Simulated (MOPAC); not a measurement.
## Run report: CH5AlN, energy and gradient calculation

System: CH5AlN, multiplicity 2.
Method: PM6-D3H4, unrestricted, dispersion D3H4 (MOPAC 23.2.5).

The geometry comes from this level: PBE0-D4/def2-TZVP.

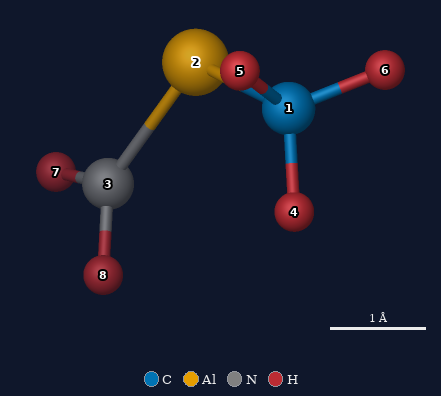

*The structure as given in the input (ball-and-stick view, seen at a tilt; atoms are numbered from 1 in the order of the input). Sticks mark near contacts.*

Input file (input.mop)
```
PM6-D3H4 BONDS UHF 1SCF GRADIENTS DISP AUX(PRECISION=6) T=10M THREADS=1
job CH5AlN
[CH3][Al][NH2]
C     -0.838500 +1     1.003300 +1    -0.504200 +1
Al     0.721600 +1     0.482700 +1     0.579600 +1
N      1.126400 +1    -1.246200 +1     0.664500 +1
H     -1.441400 +1     0.124400 +1    -0.753500 +1
H     -0.514500 +1     1.471900 +1    -1.438600 +1
H     -1.474000 +1     1.723500 +1     0.016800 +1
H      1.903200 +1    -1.635200 +1     1.173800 +1
H      0.609200 +1    -1.981600 +1     0.205600 +1
```

Launch command:
```bash
mopac input.mop
```

Log
```
MOPAC v23.2.5
PM6-D3H4 CALCULATION RESULTS

 *  PM6-D3H4   - CORRECT DISPERSION AND HYDROGEN BOND TERMS USING THE D3H4 METHOD
 *  UHF        - UNRESTRICTED HARTREE-FOCK CALCULATION
 *  1SCF       - DO 1 SCF AND THEN STOP
 *  THREADS=1  - MULTI-THREADING NOT USED
 *  AUX        - OUTPUT AUXILIARY INFORMATION
 *  GRADIENTS  - ALL GRADIENTS TO BE PRINTED
 *  DISP       - PRINT DISPERSION AND HYDROGEN BOND ENERGIES
 *  BONDS      - FINAL BOND-ORDER MATRIX TO BE PRINTED
PM6-D3H4 BONDS UHF 1SCF GRADIENTS DISP AUX(PRECISION=6) T=10M THREADS=1
 job CH5AlN
 [CH3][Al][NH2]
   ATOM   CHEMICAL          X               Y               Z
  NUMBER   SYMBOL      (ANGSTROMS)     (ANGSTROMS)     (ANGSTROMS)

     1       C         -0.83850000  *   1.00330000  *  -0.50420000  *
     2      Al          0.72160000  *   0.48270000  *   0.57960000  *
     3       N          1.12640000  *  -1.24620000  *   0.66450000  *
     4       H         -1.44140000  *   0.12440000  *  -0.75350000  *
     5       H         -0.51450000  *   1.47190000  *  -1.43860000  *
     6       H         -1.47400000  *   1.72350000  *   0.01680000  *
     7       H          1.90320000  *  -1.63520000  *   1.17380000  *
     8       H          0.60920000  *  -1.98160000  *   0.20560000  *

          CARTESIAN COORDINATES

    NO.       ATOM           X           Y           Z

     1         C         -0.8385      1.0033     -0.5042
     2        Al          0.7216      0.4827      0.5796
     3         N          1.1264     -1.2462      0.6645
     4         H         -1.4414      0.1244     -0.7535
     5         H         -0.5145      1.4719     -1.4386
     6         H         -1.4740      1.7235      0.0168
     7         H          1.9032     -1.6352      1.1738
     8         H          0.6092     -1.9816      0.2056

           Empirical Formula: C H5 N Al  =     8 atoms

      MOLECULAR POINT GROUP   :   C1

          UHF CALCULATION, NO. OF ALPHA ELECTRONS =    9
                           NO. OF BETA  ELECTRONS =    8

 -------------------------------------------------------------------------------
 PM6-D3H4 BONDS UHF 1SCF GRADIENTS DISP AUX(PRECISION=6) T=10M THREADS=1
 job CH5AlN
 [CH3][Al][NH2]

     1SCF WAS SPECIFIED, SO BFGS WAS NOT USED
     SCF FIELD WAS ACHIEVED

                              PM6-D3H4 CALCULATION

          FINAL HEAT OF FORMATION =         40.38615 KCAL/MOL =     168.97564 KJ/MOL

          TOTAL ENERGY            =      -9688.20635 KCAL/MOL = ELECTRONIC ENERGY + CORE-CORE REPULSION
          ENERGY OF ATOMS         =       9720.11939 KCAL/MOL
                              SUM =         31.91304 KCAL/MOL
          DISPERSION ENERGY       =         -0.27166 KCAL/MOL
          H - H CORRECTION ENERGY =          8.74477 KCAL/MOL
                              SUM =         40.38615 KCAL/MOL = FINAL HEAT OF FORMATION

          TOTAL ENERGY            =       -420.12039 EV
          ELECTRONIC ENERGY       =      -1124.04312 EV
          CORE-CORE REPULSION     =        703.92273 EV
          COSMO AREA              =        105.70 SQUARE ANGSTROMS
          COSMO VOLUME            =         92.37 CUBIC ANGSTROMS

          GRADIENT NORM           =         39.55006          =       13.98306 PER ATOM
          IONIZATION POTENTIAL    =          7.375478 EV
          ALPHA SOMO LUMO (EV)    =         -7.375  2.007
          BETA  SOMO LUMO (EV)    =         -9.242  0.359
          NO. OF ALPHA ELECTRONS  =          9
          NO. OF BETA  ELECTRONS  =          8
          MOLECULAR WEIGHT        =         58.0387         POINT GROUP:  C1

          MOLECULAR DIMENSIONS (Angstroms)

            Atom       Atom       Distance
            H     7    H     6     4.90153
            H     4   Al     2     2.03767
            H     7    H     5     1.65455

          SCF CALCULATIONS        =          1

          WALL-CLOCK TIME         =      0.023 SECONDS
          COMPUTATION TIME        =      0.019 SECONDS

          LARGEST ATOMIC GRADIENTS

          Atom     Label                     Cartesian Gradients           Cartesian Coordinates       |Gradient|
                                           X          Y          Z        X          Y          Z

             2      Al                   6.571     15.781      6.280    0.72160    0.48270    0.57960     18.211
             8       H                  13.622     -1.074      9.710    0.60920   -1.98160    0.20560     16.764
             7       H                 -11.478     -6.434     -9.066    1.90320   -1.63520    1.17380     15.979
             6       H                   0.996     -6.069    -12.431   -1.47400    1.72350    0.01680     13.869
             5       H                 -11.292     -3.005      6.916   -0.51450    1.47190   -1.43860     13.578
             4       H                  -0.772     13.185     -3.073   -1.44140    0.12440   -0.75350     13.560
             1       C                   5.025     -6.267      4.376   -0.83850    1.00330   -0.50420      9.148
             3       N                  -2.672     -6.116     -2.713    1.12640   -1.24620    0.66450      7.205

       FINAL  POINT  AND  DERIVATIVES

   PARAMETER     ATOM    TYPE            VALUE        GRADIENT
      1          1  C    CARTESIAN X    -0.838500      5.025483  KCAL/ANGSTROM
      2          1  C    CARTESIAN Y     1.003300     -6.267259  KCAL/ANGSTROM
      3          1  C    CARTESIAN Z    -0.504200      4.376312  KCAL/ANGSTROM
      4          2 Al    CARTESIAN X     0.721600      6.570628  KCAL/ANGSTROM
      5          2 Al    CARTESIAN Y     0.482700     15.780703  KCAL/ANGSTROM
      6          2 Al    CARTESIAN Z     0.579600      6.280282  KCAL/ANGSTROM
      7          3  N    CARTESIAN X     1.126400     -2.672315  KCAL/ANGSTROM
      8          3  N    CARTESIAN Y    -1.246200     -6.116242  KCAL/ANGSTROM
      9          3  N    CARTESIAN Z     0.664500     -2.712906  KCAL/ANGSTROM
     10          4  H    CARTESIAN X    -1.441400     -0.772462  KCAL/ANGSTROM
     11          4  H    CARTESIAN Y     0.124400     13.184842  KCAL/ANGSTROM
     12          4  H    CARTESIAN Z    -0.753500     -3.073429  KCAL/ANGSTROM
     13          5  H    CARTESIAN X    -0.514500    -11.291652  KCAL/ANGSTROM
     14          5  H    CARTESIAN Y     1.471900     -3.005119  KCAL/ANGSTROM
     15          5  H    CARTESIAN Z    -1.438600      6.916437  KCAL/ANGSTROM
     16          6  H    CARTESIAN X    -1.474000      0.996339  KCAL/ANGSTROM
     17          6  H    CARTESIAN Y     1.723500     -6.068707  KCAL/ANGSTROM
     18          6  H    CARTESIAN Z     0.016800    -12.431343  KCAL/ANGSTROM
     19          7  H    CARTESIAN X     1.903200    -11.478435  KCAL/ANGSTROM
     20          7  H    CARTESIAN Y    -1.635200     -6.433754  KCAL/ANGSTROM
     21          7  H    CARTESIAN Z     1.173800     -9.065795  KCAL/ANGSTROM
     22          8  H    CARTESIAN X     0.609200     13.622412  KCAL/ANGSTROM
     23          8  H    CARTESIAN Y    -1.981600     -1.074462  KCAL/ANGSTROM
     24          8  H    CARTESIAN Z     0.205600      9.710443  KCAL/ANGSTROM

   ATOM   CHEMICAL          X               Y               Z
  NUMBER   SYMBOL      (ANGSTROMS)     (ANGSTROMS)     (ANGSTROMS)

     1       C         -0.83850000  *   1.00330000  *  -0.50420000  *
     2      Al          0.72160000  *   0.48270000  *   0.57960000  *
     3       N          1.12640000  *  -1.24620000  *   0.66450000  *
     4       H         -1.44140000  *   0.12440000  *  -0.75350000  *
     5       H         -0.51450000  *   1.47190000  *  -1.43860000  *
     6       H         -1.47400000  *   1.72350000  *   0.01680000  *
     7       H          1.90320000  *  -1.63520000  *   1.17380000  *
     8       H          0.60920000  *  -1.98160000  *   0.20560000  *

                             CARTESIAN COORDINATES

   1    C       -0.838500000     1.003300000    -0.504200000
   2   Al        0.721600000     0.482700000     0.579600000
   3    N        1.126400000    -1.246200000     0.664500000
   4    H       -1.441400000     0.124400000    -0.753500000
   5    H       -0.514500000     1.471900000    -1.438600000
   6    H       -1.474000000     1.723500000     0.016800000
   7    H        1.903200000    -1.635200000     1.173800000
   8    H        0.609200000    -1.981600000     0.205600000

           Empirical Formula: C H5 N Al  =     8 atoms

      MOLECULAR POINT GROUP   :   C1

          ALPHA EIGENVALUES
 -29.53196 -23.71137 -16.06577 -14.91609 -13.18024 -13.15463 -11.46240  -9.29873
  -7.37548   2.00707   3.70948   4.76746   6.54316   6.56073   7.53286   7.64340
   7.76142 105.12825 105.18003 107.28416 107.40105 108.09030

           BETA EIGENVALUES
 -29.47792 -23.69918 -15.98809 -14.79313 -13.12863 -13.06166 -11.14236  -9.24237
   0.35893   2.33793   3.94379   5.16950   6.59538   6.62478   7.59123   7.74693
   7.88598 108.29305 108.40511 108.94382 110.61791 110.85062

              NET ATOMIC CHARGES AND DIPOLE CONTRIBUTIONS

  ATOM NO.   TYPE          CHARGE      No. of ELECS.   s-Pop       p-Pop       d-Pop
    1          C          -0.686485        4.6865     1.11217     3.57431
    2         Al           0.448476        2.5515     1.17324     1.33601     0.04228
    3          N          -0.722616        5.7226     1.50030     4.22231
    4          H           0.158902        0.8411     0.84110
    5          H           0.157776        0.8422     0.84222
    6          H           0.156900        0.8431     0.84310
    7          H           0.242598        0.7574     0.75740
    8          H           0.244450        0.7555     0.75555
 DIPOLE           X         Y         Z       TOTAL
 POINT-CHG.     0.742     0.334     0.561     0.988
 HYBRID        -0.332    -0.865    -0.366     0.996
 SUM            0.410    -0.531     0.196     0.699

          ATOMIC ORBITAL ELECTRON POPULATIONS

     Atom    s        px        py        pz      x^2-y^2     xz        z^2       yz        xy
    1  C   1.11217   1.21118   1.17266   1.19048
    2 Al   1.17324   0.44184   0.56311   0.33105   0.01243   0.00689   0.00540   0.00734   0.01021
    3  N   1.50030   1.38861   1.23876   1.59495
    4  H   0.84110
    5  H   0.84222
    6  H   0.84310
    7  H   0.75740
    8  H   0.75555

                    (SZ)    =    0.500000
                    (S**2)  =    0.755508

          ATOMIC ORBITAL SPIN POPULATIONS

    Atom   Total    s     px     py     pz   x^2-y^2  xz     z^2    yz     xy
         Atomic
    1  C  0.1577  0.019  0.084  0.007  0.047
    2 Al  0.7730  0.355  0.139  0.173  0.107 -0.001 -0.000 -0.000  0.000  0.000
    3  N  0.0463  0.015  0.002  0.027  0.002
    4  H  0.0066  0.007
    5  H -0.0033 -0.003
    6  H -0.0044 -0.004
    7  H -0.0009 -0.001
    8  H  0.0251  0.025

          BONDING CONTRIBUTION OF EACH ALPHA M.O.

  0.7182  1.0178  1.0033  0.8222  0.9618  0.9528  0.7543  0.3154  0.2218 -0.3390
 -0.8403 -0.8220 -0.9743 -0.9747 -0.9025 -0.9130 -0.9300 -0.0039 -0.0053 -0.0120
 -0.0276 -0.0228

          BONDING CONTRIBUTION OF EACH BETA  M.O.

  0.7396  1.0265  1.0232  0.9647  0.9840  0.9821  0.9837  0.3234 -0.4462 -0.3523
 -0.7449 -0.7716 -0.9726 -0.9685 -0.9318 -0.8701 -0.9039 -0.0107 -0.0116 -0.0039
 -0.0151 -0.0240

            (VALENCIES)   BOND ORDERS

     1  C     (3.865)     6  H 0.989     5  H 0.985     4  H 0.984     2 Al 0.910

     2 Al     (2.920)     3  N 1.144     1  C 0.910     7  H 0.019     5  H 0.015     8  H 0.015     6  H 0.012
                          4  H 0.011

     3  N     (2.970)     2 Al 1.144     7  H 0.941     8  H 0.932

     4  H     (0.975)     1  C 0.984     2 Al 0.011

     5  H     (0.975)     1  C 0.985     2 Al 0.015

     6  H     (0.975)     1  C 0.989     2 Al 0.012

     7  H     (0.941)     3  N 0.941     2 Al 0.019

     8  H     (0.940)     3  N 0.932     2 Al 0.015

 *                    *
 * JOB ENDED NORMALLY *
 *                    *

 TOTAL JOB TIME:             0.03 SECONDS

 == MOPAC DONE ==
```

Results in brief

```tsv
quantity	value
outcome	converged
total energy	−15.439140 hartree
dispersion energy	−0.000433 hartree
heat of formation	40.39 kcal/mol
basis functions	22
largest force	0.790 eV/Å
⟨S²⟩	0.756
dipole moment	0.70 D
hardware	1 thread of Arm Neoverse N1, 54 GiB of memory available, shared host
peak memory	0.12 GiB
```

Notes

MOPAC's energies along a path are heats of formation.
